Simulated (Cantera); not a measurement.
A closed system holds: 1 mol Si3N4, 0.042 mol CO2, a varied amount of H2, 0.088 mol O2, equilibrated at 1875 °C and 0.0173 Torr.

Method: chemical equilibrium by Gibbs-energy minimisation in Cantera with the NASA 1993 tables (ideal gas, pure condensed phases). Candidate condensed phases: C, C6H6, C7H8, C8H18, H2O, Si, SiC, SiO2, Si2N2O, Si3N4; 151 gas species. The tables' values for SiN are old estimates; treat these amounts as uncertain. Kinetics and transport are ignored.

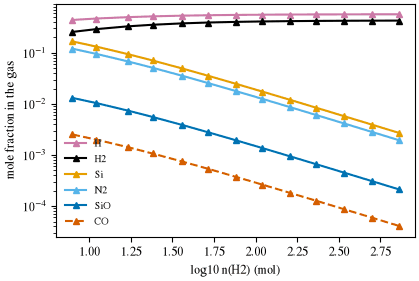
*Equilibrium gas composition (values under 1e-9 drawn at 1e-9)*

From 7.9 mol H2 to 730 mol H2 nothing is condensed. The main Si-bearing gas is Si throughout.
